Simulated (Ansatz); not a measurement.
**doublet [GeH2]+: levels of theory compared**

Aim: a comparison of 6 runs (UHF/STO-3G, UB2PLYP/def2-TZVPPD, UBHLYP/def2-TZVPPD, UBLYP/def2-TZVPPD, USVWN5/def2-TZVPPD, UCCSD/def2-TZVPPD) of doublet [GeH2]+. 

The results are computed with Ansatz 0.2.0.

34 further runs of the same task are left out: 34 set aside as unsound or not needed.

### 1 The structure to begin with

The species is [GeH2]+ (3 atoms), meant as a doublet with charge +1. SMILES of the parent species: `[GeH2]`. The coordinates come from a PBE0-D4/def2-TZVP relaxation. That shape belongs to the parent species and isn't relaxed for this state.

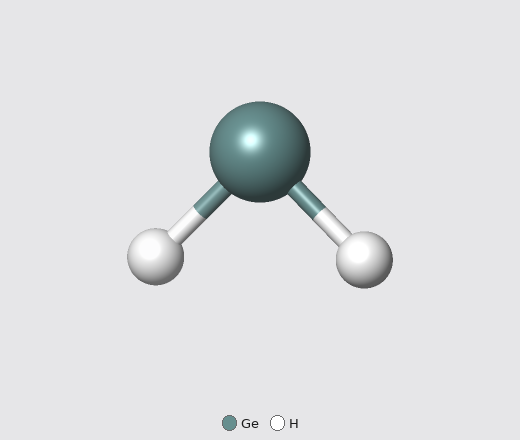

The structure, seen from a chosen angle (germanium teal, hydrogen white).

### 2 A single-point energy at UHF/STO-3G (run 1)

run.yaml

```yaml
crystal:
  periodic: [false, false, false]
  atoms:
    - symbol: Ge
      position_ang: [-0.570100, 0.405100, -0.263700]
    - symbol: H
      position_ang: [0.783000, 0.743600, 0.509000]
    - symbol: H
      position_ang: [-0.212900, -1.148700, -0.245300]
basis:
  gaussian: {orbitals: STO-3G}
total_charge: 1
output: {orbitals: {seedname: orbitals}}
hamiltonian: {xc: hf}
accuracy: high
magnetization: {spin_polarized: true, initial_magnetization: 1}
```

Command:

```sh
$ ansatz run run.yaml --threads 1 --pin off --max-ram 3480MiB --events-out events.jsonl --progress --plain --runs-dir runs
```

The program printed:

```text
Warning: RAYON_NUM_THREADS=1 ignored (pool sized by the plan → 1); use --threads N
Functional definition: HF
  name "HF"
  exchange = exact_x
  correlation = 0
235 factors; integrals over basis functions are off by at most 1.6e-8 eV
mean field evaluation 1: about -55853.5622 eV, gradient 6.2e0 eV
mean field evaluation 2: about -55853.5697 eV, gradient 6.2e0 eV
mean field evaluation 4: about -55854.0995 eV, gradient 5.3e-1 eV
mean field evaluation 8: about -55854.1069 eV, gradient 3.9e-7 eV
mean field -55854.10687453 eV, -2052.6005683654 hartree, gradient 1.8e-8 eV, S^2 0.753227; 0 other end points of the search recorded, 0 dependent functions left out
reference -55854.10687453 eV, -2052.6005683654 hartree; 17, 16 occupied and 3, 4 virtual orbitals, 235 factors
Total energy: -55854.10687453 eV, -2052.6005683654 hartree
```

Run time: 0.12 s. Hardware: 1 thread of Arm Neoverse V2, shared host.

### 3 A single-point energy at UB2PLYP/def2-TZVPPD (run 2)

run.yaml

```yaml
crystal:
  periodic: [false, false, false]
  atoms:
    - {symbol: Ge, position_ang: [-0.570100, 0.405100, -0.263700]}
    - {symbol: H, position_ang: [0.783000, 0.743600, 0.509000]}
    - {symbol: H, position_ang: [-0.212900, -1.148700, -0.245300]}
basis:
  gaussian: {orbitals: def2-TZVPPD.json}
total_charge: 1
magnetization: {spin_polarized: true, initial_magnetization: 1}
hamiltonian: {xc: {name: B2PLYP}}
correlation: {frozen_orbitals: {Ge: 9, H: 0}}
accuracy: high
output: {orbitals: {seedname: orbitals}}
```

The basis set def2-TZVPPD is read from a file made from the Basis Set Exchange's data (not shown).

Command:

```sh
$ ansatz run run.yaml --threads 1 --pin off --max-ram 3480MiB --events-out events.jsonl --progress --plain --runs-dir runs
```

The program printed, shortened:

```text
Warning: RAYON_NUM_THREADS=1 ignored (pool sized by the plan → 1); use --threads N
Functional definition: B2PLYP
  name "B2PLYP"
[...]
1286 factors; integrals over basis functions are off by at most 4.5e-9 eV
[...]
mean field -56527.76528344 eV, -2077.3570582711 hartree, gradient 3.1e-8 eV, S^2 0.759745; 0 other end points of the search recorded, 0 dependent functions left out
9 core orbitals not correlated: weight in the atoms' cores, before any rotation towards them, 1.000 or more for the frozen orbitals, at most 0.000 for the correlated occupied ones
reference -56527.76530192 eV, -2077.3570589499 hartree; 8, 7 occupied and 71, 72 virtual orbitals, 1286 factors
second order -6.93212204 eV of doubles, -0.00000000 eV of singles
Total energy: -56529.63697487 eV, -2077.4258416622 hartree
```

Run time: 8.1 s. Hardware: 1 thread of Arm Neoverse V2, shared host; peak memory 0.25 GiB.

Runs 3 to 5 aren't shown in full; the table further down has their settings and results.

### 4 The energy at UCCSD/def2-TZVPPD (run 6)

job.yaml

```yaml
crystal:
  periodic: [false, false, false]
  atoms:
    - {symbol: Ge, position_ang: [-0.570100, 0.405100, -0.263700]}
    - {symbol: H, position_ang: [0.783000, 0.743600, 0.509000]}
    - {symbol: H, position_ang: [-0.212900, -1.148700, -0.245300]}
basis:
  gaussian: {orbitals: def2-TZVPPD.json}
total_charge: 1
correlation: {method: ccsd, frozen_orbitals: {Ge: 9, H: 0}}
scf: {omitted_lower_state_checks: [cluster_reference, increment]}
magnetization: {spin_polarized: true, initial_magnetization: 1}
accuracy: high
```

The basis set def2-TZVPPD is read from a file made from the Basis Set Exchange's data (not shown).

Command:

```sh
$ ansatz run job.yaml --threads 1 --pin off --max-ram 3480MiB --events-out events.jsonl --progress --plain --runs-dir runs
```

The program printed, shortened:

```text
Warning: RAYON_NUM_THREADS=1 ignored (pool sized by the plan → 1); use --threads N
[... 2 set-up lines as earlier in the session ...]
[...]
1286 factors; integrals over basis functions are off by at most 4.5e-9 eV
[...]
mean field -56495.36362038 eV, -2076.1663191160 hartree, gradient 1.0e-8 eV, S^2 0.766595; 0 other end points of the search recorded, 0 dependent functions left out
9 core orbitals not correlated: weight in the atoms' cores, before any rotation towards them, 1.000 or more for the frozen orbitals, at most 0.000 for the correlated occupied ones
reference -56495.36362038 eV, -2076.1663191160 hartree; 8, 7 occupied and 71, 72 virtual orbitals, 1286 factors
second order -5.64534608 eV of doubles, -0.00000000 eV of singles
cycle   1  -5.69893266 eV  change   -5.4e-2 eV  update   6.7e-2
[...]
cycle  21  -6.01586089 eV  change  -6.2e-10 eV  update  5.2e-10
Total energy: -56501.37948126 eV, -2076.3873979259 hartree
Checks for a lower state left out: cluster_reference, increment
```

Run time: 13 s. Hardware: 1 thread of Arm Neoverse V2, shared host; peak memory 0.58 GiB.

### 5 Overview of the runs

| run | level | frozen core orbitals | energy (Eh) | HOMO energy (eV) | LUMO energy (eV) | ⟨S²⟩ | wall time |
| --- | --- | --- | --- | --- | --- | --- | --- |
| 1 | UHF/STO-3G | – | -2052.600568 | -17.29 | -5.69 | 0.753 | 0.12 s |
| 2 | UB2PLYP/def2-TZVPPD | 9 | -2077.425842 | -16.65 | -10.55 | 0.760 | 8.1 s |
| 3 | UBHLYP/def2-TZVPPD | – | -2077.779730 | -16.64 | -10.98 | 0.759 | 6.3 s |
| 4 | UBLYP/def2-TZVPPD | – | -2077.858737 | -14.25 | -13.02 | 0.753 | 6 s |
| 5 | USVWN5/def2-TZVPPD | – | -2074.615111 | -14.37 | -13.22 | 0.751 | 2.8 s |
| 6 | UCCSD/def2-TZVPPD | 9 | -2076.387398 | – | – | 0.767 | 13 s |

### 6 What came out

```
                                          quantity           value
                               run 6: total energy  -2076.38740 Eh
run 6: correlation energy (9 core orbitals frozen)      -221.1 mEh
          run 6: ⟨S²⟩ of the reference determinant           0.767
                              run 6: T1 diagnostic           0.014
```

In words: Totals of different functionals can't be ranked against each other. In run 1 the basis is minimal, so the values are rough. All runs together took 36 s, the longest 13 s.
